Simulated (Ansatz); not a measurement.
**Changed inputs in constrained RPA: RbFeF4 (P4/mmm)**

Wanted: the sensitivity and cost of U and J for RbFeF4 (P4/mmm).

Main program and level: Ansatz 0.2.0; constrained RPA on LDA, plane waves, PAW.

### Step 1. Set-up

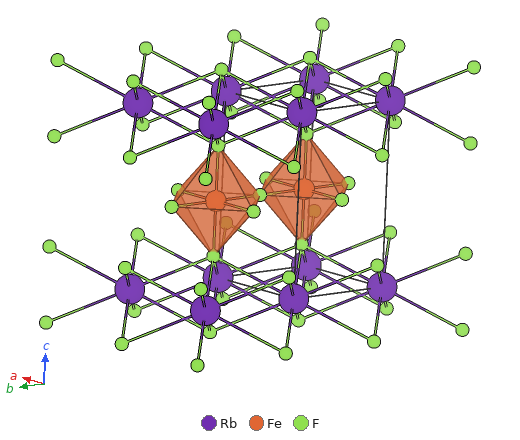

The cell as given, from a free direction (rubidium purple, iron orange, fluorine green). 1×2×1 cells are drawn. Some periodic images of atoms are drawn too.

The cell and positions are those that the Materials Project relaxed with its own functionals (PBE, PBE+U or r2SCAN), kept fixed. The default PAW set here is soft_2. Its files were made with PBE.

### Step 2. Base: Fe d, bands v3 to c2, 4×4×4 mesh, medium accuracy

Constrained RPA screens the interaction with every transition except those inside the target bands, which a later many-body model would treat itself.

File input.yaml:

```yaml
crystal:
  lattice:
    - [0.0, -3.89406478, 0.0]
    - [0.0, 0.0, -3.89406478]
    - [6.37808434, 0.0, 0.0]
  atoms:
    - { symbol: Rb, position: [0.0, 0.0, 0.0] }
    - { symbol: Fe, position: [0.5, 0.5, 0.5] }
    - { symbol: F, position: [0.5, 0.5, 0.79594812] }
    - { symbol: F, position: [0.5, 0.5, 0.20405188] }
    - { symbol: F, position: [0.5, 0.0, 0.5] }
    - { symbol: F, position: [0.0, 0.5, 0.5] }
kpoints:
  mp_grid: { grid: [8, 8, 4] }
hamiltonian:
  xc: lda
scf:
  occupations: { method: gaussian, width: 0.08 }
  n_extra_bands: 19
  max_iter: 150
output:
  crpa:
    kmesh: [4, 4, 4]
    target_bands: [v3, c2]
    projections: [{ species: Fe, l: d, shell: 3 }]
  local_orbitals:
    kmesh: [8, 8, 8]
    orbitals: [{ species: Fe, l: d, shell: 3 }]
    window: { bands: [v3, c2] }
    seedname: lo
```

Run with:

```bash
> ansatz run input.yaml --threads 4 --pin off --max-ram 9216MiB --backend cpu --events-out ev --progress --plain --runs-dir out
```

Numbers of over 12 decimals in the logs are rounded to 6 here.

Output:

```text
scf.n_extra_bands = 19 over 27 filled bands (N_el = 53.0): the run solves 46 bands
Engine: ansatz 0.2.0, aarch64-unknown-linux-gnu
Pseudopotentials: kind: paw
Pseudopotential: Rb, paw, valence charge 9, recommended cutoff 420 eV (normal), Rb.paw.azcp
Pseudopotential: Fe, paw, valence charge 16, recommended cutoff 420 eV (normal), Fe.paw.azcp
Pseudopotential: F, paw, valence charge 7, recommended cutoff 420 eV (normal), F.paw.azcp
Functional definition: SPW92
  exchange = slater_x
  correlation = pw_c
Crystal: 6 atoms, lattice volume = 96.716 Å³
Basis set: ecut = 420 eV, 1893 PW (Γ)
Bands: 46, of which v1, the nominal top of the filled ones, is band 27 counted from 1 (26 counted from 0)
Symmetry: 16 space group operations
Space group: P4/mmm (ITA 123), of the structure as read, at distance tolerance 4.6e-5 Å
k-points: 45 of 256
Non-local potential: Rb, projectors of the file, l = 0: 3, l = 1: 2, l = 2: 2
Non-local potential: Fe, projectors of the file, l = 0: 3, l = 1: 2, l = 2: 3, l = 3: 1
Non-local potential: F, projectors of the file, l = 0: 2, l = 1: 2, l = 2: 1
PAW form: soft (Blöchl's): semilocal exchange-correlation on the pseudo side does not see the compensation charge
PAW frozen core: Rb, regenerated for the run's functional, and the local potential with it (the file was generated under x = pbe(κ = 0.804, μ = 0.219515), c = pbe(β = 0.066725))
PAW frozen core: Fe, regenerated for the run's functional, and the local potential with it (the file was generated under x = pbe(κ = 0.804, μ = 0.219515), c = pbe(β = 0.066725))
PAW frozen core: F, regenerated for the run's functional, and the local potential with it (the file was generated under x = pbe(κ = 0.804, μ = 0.219515), c = pbe(β = 0.066725))
PAW one-centre angular grid: Rb, 110 points (default); XC on 64 Gauss nodes
PAW one-centre angular grid: Fe, 590 points (default); XC on 64 Gauss nodes
PAW one-centre angular grid: F, 110 points (default); XC on 64 Gauss nodes
Initial density: superposition of atomic densities (neutral atoms: chi_scale 0, normalization atom), corrected by the library's trained network
Initial wavefunctions: pseudopotential atomic-orbital guess
Functional: x = slater, c = lda
SCF iter   1: F=—  HF=-10767.279502 eV  |F-HF|=—  |Δ(HF+E_count)|=         —  Δρ=2.51e-2  dr2=3.56e-1  ethr=1.77e-3  ⟨swp⟩=5.8  Hψ=9189  notcnv=0  defer=342
preconditioner: auto → LDOS  [metal: Δε(μ)=0.005 eV  Ē_g=19.180 eV  σ=0.080 eV  W_gap=0.03  n_scr=20 (ndim 8)  ℏωp=25.3 eV  f_vac=0.189  D(μ)=12.09/eV (n_scr^D=176)  β→1.0]
SCF iter   2: F=—  HF=-10767.324404 eV  |F-HF|=—  |Δ(HF+E_count)|=   4.49e-2  Δρ=4.83e-2  dr2=5.42e-1  ethr=6.72e-4  ⟨swp⟩=2.1  Hψ=3988  notcnv=0  defer=462  recentre
[...]
cRPA screening: q 2/64
cRPA screening: q 4/64 (q-point 3)
cRPA screening: q 5/64
cRPA screening: q 9/64 (q-point 6)
cRPA screening: q 17/64 (q-point 7)
cRPA screening: q 21/64 (q-point 9)
cRPA screening: q 23/64 (q-point 10)
cRPA screening: q 27/64 (q-point 11)
cRPA screening: q 29/64 (q-point 21)
cRPA screening: q 33/64 (q-point 22)
[...]
cRPA screening: q 57/64 (q-point 27)
cRPA screening: q 61/64 (q-point 41)
cRPA screening: q 62/64 (q-point 42)
cRPA screening: q 64/64 (q-point 43)
SCF converged after 11 iterations
Free energy (F): -10767.191215 eV
Harris-Foulkes:  -10767.191215 eV  (|F-HF|=3.68e-8)
Internal energy: -10767.148072 eV  (E = F + TS)
E sigma→0 (E₀):  -10767.169644 eV
Entropy (-TS):   -0.043143 eV (-7.190 meV/atom)
Fermi energy:    3.669616 eV
--- Per-component energies (eV) ---
  E_band       = -683.119260
  E_kinetic    = 1348.259051
  E_local      = -7336.603203  (includes V_loc(G=0)·N_el)
  E_nonlocal   = 703.396836
  E_hartree    = 2942.094029
  E_xc         = -552.743137
  E_vxc        = -684.711705  (∫ρ·V_xc dr)
  E_paw        = -4573.912988  (= ΣΔE_a)
  E_vpaw       = -597.656240  (= ΣTr[D̂ρ^β])
  E_aug_tail   = 0.009107  (compensation charges beyond the density's cutoff)
  E_ewald      = -3298.773570
  E_core_change = 1.125802  (= ΣΔE_core)
  E_smearing   = -0.043143  (= −TS)
  E_closure    = -0.000000  (closes the sum)
  Σ components = -10767.191215   (vs F -10767.191215, Δ=0.00e0)
--- Band table (eV; the first three rows and the last of 45) ---
  k-point 0: bands = [... 23 lower, 0.7706, 2.7222, 3.2368, 3.3606, 3.3606, 4.1960, 7.7923, 10.0672, ... 15 higher]
  k-point 1: bands = [... 23 lower, 0.7381, 2.7223, 3.2368, 3.3405, 3.3405, 4.3412, 8.2085, 10.1152, ... 15 higher]
  k-point 2: bands = [... 23 lower, 0.7747, 2.7223, 3.2369, 3.3202, 3.3202, 4.4669, 9.0092, 9.6565, ... 15 higher]
  k-point 44: bands = [... 23 lower, 1.0161, 3.7379, 3.7379, 3.8904, 5.6357, 5.8760, 11.4347, 11.6138, ... 15 higher]
--- cRPA (band scheme, projected local orbitals): target bands 25..29 (1-based), 5 Wannier function(s), 4×4×4 mesh, 58 bands' worth read of 63 solved, ecut_chi 136.0 eV, v(q+G=0) probe_charge, pair densities all_electron ---
  bands read: the sum over 58 bands ends inside a degenerate multiplet in 3 slots, whose members it reads at an even weight; the widest, k=40: bands 58 to 59 (counted from 1) at 1/2 each
  χ-basis size per q: N_G = 332..364
  window electrons = 5.0000, filled by tetrahedron_uncorrected; constrained ε̄⁻¹(q = 0, 0) head = 0.397405; min gauge Gram eig = 0.5995
  Kanamori averages over each shell's own Wannier functions (sites counted from 0, functions from 1):
    Site 1, 3D, 5 of 5 d orbitals (Wannier functions 1, 2, 3, 4, 5; wannier90's mr 1, 2, 3, 4, 5):
      screened: U = 5.9732 eV, U' = 4.9045 eV, J = 0.5247 eV
      screened d-shell averages: U_bar = F0 = 5.1182 eV, J_bar = 0.7384 eV
      screened, to within: U = 9.3e-3 eV, U' = 9.3e-3 eV, J = 7.2e-4 eV
      screened d-shell averages, to within: U_bar = 8.1e-3 eV, J_bar = 1.0e-3 eV
      bare: V = 20.0736 eV, V' = 18.6637 eV, J = 0.6619 eV
      bare d-shell averages: V_bar = F0 = 18.9457 eV, J_bar = 0.9439 eV
  Hermiticity witness max|P − P†| over intra, direct and exchange elements: 1.42e-14 eV (screened), 4.38e-19 eV (bare)
  Reality witness max|Im| over intra, direct and exchange elements: 7.61e-18 eV (screened), 4.00e-17 eV (bare)
```

Wall time 9.9 min (4 threads of Arm Neoverse N1, shared host); peak memory 0.76 GiB; 38 min of CPU time.

In the SCF lines HF is the Harris–Foulkes energy and dr2 the Hartree energy of the density residual, in eV; the loop may stop once dr2 is under the threshold and the program's other checks hold. Hψ counts applications of the Hamiltonian.

This step gave:

```
U                                                 : 5.973 eV
U prime (inter-orbital)                           : 4.905 eV
J                                                 : 0.5247 eV
bare V                                            : 20.07 eV
bare J                                            : 0.6619 eV
stated bound on U                                 : 0.009217 eV
U over bare V                                     : 0.2976
electrons in the window                           : 5.000
head of the constrained inverse dielectric matrix : 0.3974
least eigenvalue of the projection's overlap      : 0.5995
target functions                                  : 5
bands in the sums                                 : 58
r.m.s. miss of the model bands                    : 1.31e-4 eV
width of the target bands                         : 3.154 eV
weight of the projected orbitals in the window    : 0.7804
```

On the Fe d shell, screening brings the on-site interaction from 20.1 eV down to U = 5.97 eV.

### Step 3. Changed: 4×4×2 mesh

Edit input.yaml of step 2 so:

```diff
@@ -22,9 +22,4 @@
   crpa:
-    kmesh: [4, 4, 4]
+    kmesh: [4, 4, 2]
     target_bands: [v3, c2]
     projections: [{ species: Fe, l: d, shell: 3 }]
-  local_orbitals:
-    kmesh: [8, 8, 8]
-    orbitals: [{ species: Fe, l: d, shell: 3 }]
-    window: { bands: [v3, c2] }
-    seedname: lo
```

Output:

```text
[...]
Crystal: 6 atoms, lattice volume = 96.716 Å³
Basis set: ecut = 420 eV, 1893 PW (Γ)
Bands: 46, of which v1, the nominal top of the filled ones, is band 27 counted from 1 (26 counted from 0)
Symmetry: 16 space group operations
[...]
k-points: 45 of 256
[...]
SCF iter   1: F=—  HF=-10767.279502 eV  |F-HF|=—  |Δ(HF+E_count)|=         —  Δρ=2.51e-2  dr2=3.56e-1  ethr=1.77e-3  ⟨swp⟩=5.8  Hψ=9189  notcnv=0  defer=342
[...]
SCF iter  11: F=-10767.191215 eV  HF=-10767.191215 eV  |F-HF|=3.68e-8  |Δ(HF+E_count)|=   8.61e-7  Δρ=1.16e-5  dr2=4.68e-8  ethr=1.89e-10  ⟨swp⟩=10.2  Hψ=10581  notcnv=0
SCF 1 converged in 11 iterations: F = -10767.191215 eV  dr2 = 4.68e-8
[...]
NSCF: frozen V_eff on 12 k-points
[...]
cRPA screening: q 1/32
cRPA screening: q 2/32
cRPA screening: q 3/32
cRPA screening: q 7/32 (q-point 4)
cRPA screening: q 11/32 (q-point 5)
[...]
E sigma→0 (E₀):  -10767.169644 eV
Entropy (-TS):   -0.043143 eV (-7.190 meV/atom)
Fermi energy:    3.669616 eV
[...]
--- Band table (eV; the first three rows and the last of 45) ---
  k-point 0: bands = [... 23 lower, 0.7706, 2.7222, 3.2368, 3.3606, 3.3606, 4.1960, 7.7923, 10.0672, ... 15 higher]
  k-point 1: bands = [... 23 lower, 0.7381, 2.7223, 3.2368, 3.3405, 3.3405, 4.3412, 8.2085, 10.1152, ... 15 higher]
  k-point 2: bands = [... 23 lower, 0.7747, 2.7223, 3.2369, 3.3202, 3.3202, 4.4669, 9.0092, 9.6565, ... 15 higher]
  k-point 44: bands = [... 23 lower, 1.0161, 3.7379, 3.7379, 3.8904, 5.6357, 5.8760, 11.4347, 11.6138, ... 15 higher]
[...]
χ-basis size per q: N_G = 332..364
[...]
screened: U = 5.9972 eV, U' = 4.9271 eV, J = 0.5251 eV
      screened d-shell averages: U_bar = F0 = 5.1411 eV, J_bar = 0.7391 eV
      screened, to within: U = 1.2e-2 eV, U' = 1.2e-2 eV, J = 7.3e-4 eV
      screened d-shell averages, to within: U_bar = 1.1e-2 eV, J_bar = 1.1e-3 eV
      bare: V = 20.1002 eV, V' = 18.6896 eV, J = 0.6623 eV
      bare d-shell averages: V_bar = F0 = 18.9717 eV, J_bar = 0.9444 eV
[...]
[key lines of the parts left out:]
SCF converged after 11 iterations
Free energy (F): -10767.191215 eV
```

It took 3.9 min on 4 threads; peak memory 0.68 GiB.

This step gave:

```yaml
u: 5.997 eV
u_prime_inter_orbital: 4.927 eV
j: 0.5251 eV
bare_v: 20.10 eV
bare_j: 0.6623 eV
stated_bound_on_u: 0.01173 eV
u_over_bare_v: 0.2984
electrons_in_the_window: 5.000
head_of_the_constrained_inverse_dielectric_matrix: 0.3934
least_eigenvalue_of_the_projection_s_overlap: 0.5995
target_functions: 5
bands_in_the_sums: 58
width_of_the_target_bands: 3.154 eV
weight_of_the_projected_orbitals_in_the_window: 0.7804
```

On the Fe d shell, screening brings the on-site interaction from 20.1 eV down to U = 6.00 eV.

### Step 4. Changed: 2×2×2 mesh

Edit input.yaml of step 3 so:

```diff
@@ -22,3 +22,3 @@
   crpa:
-    kmesh: [4, 4, 2]
+    kmesh: [2, 2, 2]
     target_bands: [v3, c2]
```

Output:

```text
[...]
Crystal: 6 atoms, lattice volume = 96.716 Å³
Basis set: ecut = 420 eV, 1893 PW (Γ)
Bands: 46, of which v1, the nominal top of the filled ones, is band 27 counted from 1 (26 counted from 0)
Symmetry: 16 space group operations
[...]
k-points: 45 of 256
[...]
χ-basis size per q: N_G = 332..364
[...]
screened: U = 6.3665 eV, U' = 5.2741 eV, J = 0.5320 eV
      screened d-shell averages: U_bar = F0 = 5.4926 eV, J_bar = 0.7505 eV
      screened, to within: U = 2.3e-2 eV, U' = 2.3e-2 eV, J = 8.9e-4 eV
      screened d-shell averages, to within: U_bar = 2.2e-2 eV, J_bar = 1.3e-3 eV
      bare: V = 20.3317 eV, V' = 18.9117 eV, J = 0.6712 eV
      bare d-shell averages: V_bar = F0 = 19.1957 eV, J_bar = 0.9552 eV
[...]
[key lines of the parts left out:]
SCF converged after 11 iterations
Free energy (F): -10767.191215 eV
Fermi energy:    3.669616 eV
```

Elapsed: 44 s, on 4 threads; peak memory 0.6 GiB; 2.7 min of CPU time.

This step gave:

- U: 6.367 eV
- U prime (inter-orbital): 5.274 eV
- J: 0.5320 eV
- bare V: 20.33 eV
- bare J: 0.6712 eV
- stated bound on U: 0.02266 eV
- U over bare V: 0.3131
- electrons in the window: 5.000
- head of the constrained inverse dielectric matrix: 0.3722
- least eigenvalue of the projection's overlap: 0.5995
- target functions: 5
- bands in the sums: 58
- width of the target bands: 3.154 eV
- weight of the projected orbitals in the window: 0.7804

On the Fe d shell, screening brings the on-site interaction from 20.3 eV down to U = 6.37 eV.

### Step 5. Changed: smooth pair densities

Edit input.yaml of step 4 so:

```diff
@@ -22,4 +22,5 @@
   crpa:
-    kmesh: [2, 2, 2]
+    kmesh: [4, 4, 4]
     target_bands: [v3, c2]
     projections: [{ species: Fe, l: d, shell: 3 }]
+    pair_densities: pseudo
```

Output:

```text
[...]
Crystal: 6 atoms, lattice volume = 96.716 Å³
Basis set: ecut = 420 eV, 1893 PW (Γ)
Bands: 46, of which v1, the nominal top of the filled ones, is band 27 counted from 1 (26 counted from 0)
Symmetry: 16 space group operations
[...]
k-points: 45 of 256
[...]
screened, to within: U = 3.3e-3 eV, U' = 3.3e-3 eV, J = 1.5e-4 eV
      screened d-shell averages, to within: U_bar = 3.0e-3 eV, J_bar = 2.2e-4 eV
      screened, sum over states alone: U = 6.6012 eV, U' = 5.2892 eV, J = 0.6358 eV
      screened d-shell averages, sum over states alone: U_bar = F0 = 5.5516 eV, J_bar = 0.8982 eV
      bare: V = 20.0736 eV, V' = 18.6637 eV, J = 0.6619 eV
      bare d-shell averages: V_bar = F0 = 18.9457 eV, J_bar = 0.9439 eV
[...]
[key lines of the parts left out:]
SCF converged after 11 iterations
Free energy (F): -10767.191215 eV
Fermi energy:    3.669616 eV
```

Wall time 10 min (4 threads); peak memory 0.66 GiB.

This step gave:

- U: 6.030 eV
- U prime (inter-orbital): 4.898 eV
- J: 0.5579 eV
- bare V: 20.07 eV
- bare J: 0.6619 eV
- stated bound on U: 0.003242 eV
- U over bare V: 0.3004
- electrons in the window: 5.000
- head of the constrained inverse dielectric matrix: 0.3978
- least eigenvalue of the projection's overlap: 0.5995
- target functions: 5
- bands in the sums: 58
- width of the target bands: 3.154 eV
- weight of the projected orbitals in the window: 0.7804

On the Fe d shell, screening brings the on-site interaction from 20.1 eV down to U = 6.03 eV.

(Continued in part 2 of 2.)

[Paths, hosts, dates, memory and timing lines, banners, echoed tables and standing remarks are left out of the program output.]

[Logs are printed without paths, hosts, clocks, repeated set-up lines and the standing remarks that a program may print on its own settings, such as how far it seeks lower states.]

[Runs of the session that timed out or met a known fault of the program may be left out.]

[Hosts, paths, dates, database ids (printed as entryN), source tags and the programs' standing remarks are cut or masked in the printed files.]
